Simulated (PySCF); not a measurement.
# C$_{5}$H$_{8}$FO$_{2}$S (doublet): what the fields show

The calculation's input:

```
{"job": {"kind": "epr", "basis": "pcH-1"}, "charge": 0, "multiplicity": 2}
C     -0.947877     1.542058    -1.084710
C     -0.381476     0.652733    -0.158420
F     -0.808206     0.776560     1.122304
S     -1.038482    -1.209124    -0.713168
C     -2.699334    -1.122495     0.001042
C      1.108467     0.372078    -0.254277
O      1.726711     0.473605    -1.278422
O      1.591216    -0.009536     0.916107
C      2.968517    -0.361239     0.977251
H     -0.502291     1.618519    -2.056147
H     -1.889715     2.013592    -0.882607
H     -3.101522    -2.128293    -0.072484
H     -3.315031    -0.435611    -0.571494
H     -2.635759    -0.821277     1.042073
H      3.517632     0.441177     1.471947
H      3.359690    -0.513357    -0.030079
H      3.040463    -1.277360     1.561174
```

Launched as:

```sh
OMP_NUM_THREADS=1 python probes_run.py task.json out
```

Geometry: GFN2-xTB.

All numbers below come from PySCF, UKS B3LYP, pcH-1 on C F H O S, non-relativistic, mean-field spin-orbit, GIAO.

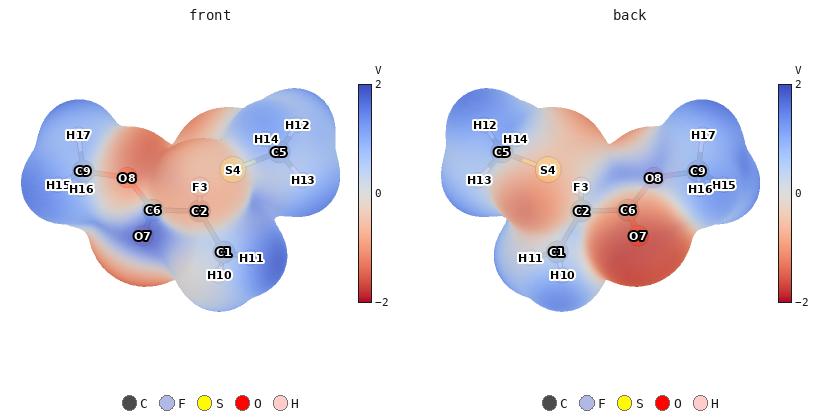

Figure 1. The molecular electrostatic potential painted on the density surface at 0.004 e/bohr³, seen from the front and from behind; red is negative and blue positive.

Q: Which sites attract a positive test charge, and which a negative one?

A: A positive charge is drawn to the negative regions and a negative charge to the positive ones. The most negative region (about −1.7 V) lies over O7, the most positive (about +1.6 V) over C6 and H11. O7 is the likeliest acceptor of a hydrogen bond.

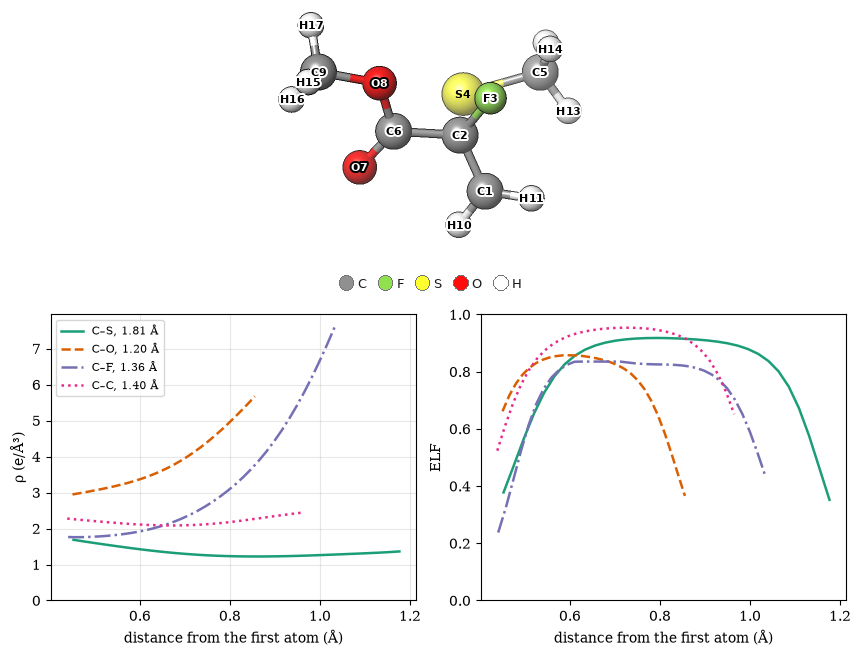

Figure 2. Electron density and electron localisation function along straight lines between neighbouring atoms. The curves leave out the atomic cores. The structure is drawn too.

Q: Compare the contacts.

A: C–S (1.81 Å): ρ at the midpoint is about 1.2 e/Å³; the ELF peaks at about 0.90 between the atoms (a shared electron pair).
C–O (1.20 Å): ρ at the midpoint is about 3.4 e/Å³; the ELF peaks at about 0.85 between the atoms; a short, multiple covalent bond.
C–F (1.36 Å): ρ is about 2.2 e/Å³ halfway, with its minimum of 1.8 e/Å³ about 0.5 Å from C; the ELF peaks at about 0.85 between the atoms; a shared but strongly polarised pair.
C–C (1.40 Å): the density is about 2.1 e/Å³ at the midpoint; the ELF peaks at about 0.95 between the atoms, as expected for localised, covalent bonding.
